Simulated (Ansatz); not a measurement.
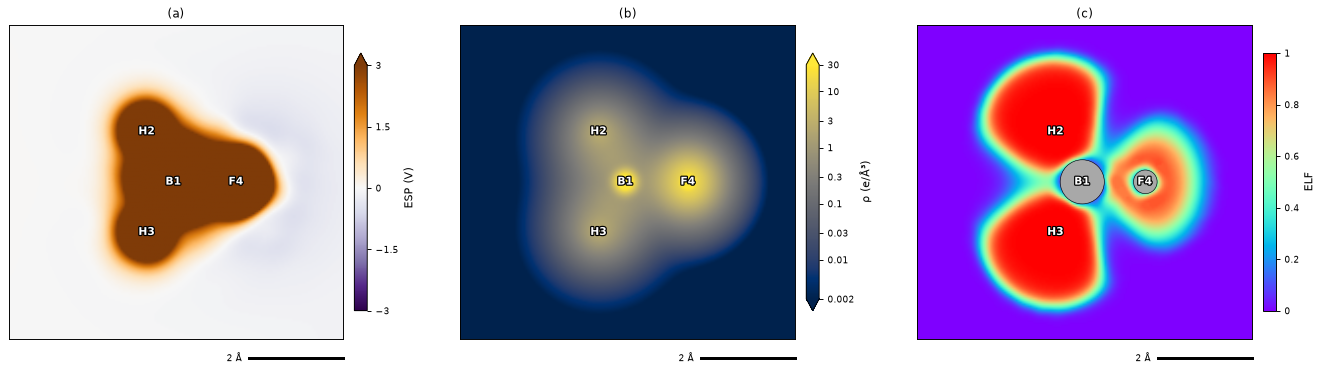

Figure. BFH2. (a) electrostatic potential; (b) electron density; (c) ELF on the molecular plane. Grey discs cover the atomic cores in the ELF map.

Theory: Ansatz, RKS BLYP-D4/6-31G*.

### What do the fields say about this system?

The section cuts through B, H and F sites. B–F (1.33 Å): the density is about 2.1 e/Å³ at the midpoint; the ELF peaks at about 0.85 between the atoms; a polar covalent bond. B–H (1.20 Å): ρ at the midpoint is about 1.3 e/Å³; the ELF climbs to about 1 towards the hydrogen, as it does in any bond to H (a covalent bond by its length). The ELF also peaks beside F4, away from the bonds: lone-pair regions. Outside the dense part of the molecule the potential is most negative (−0.5 V) near F4.
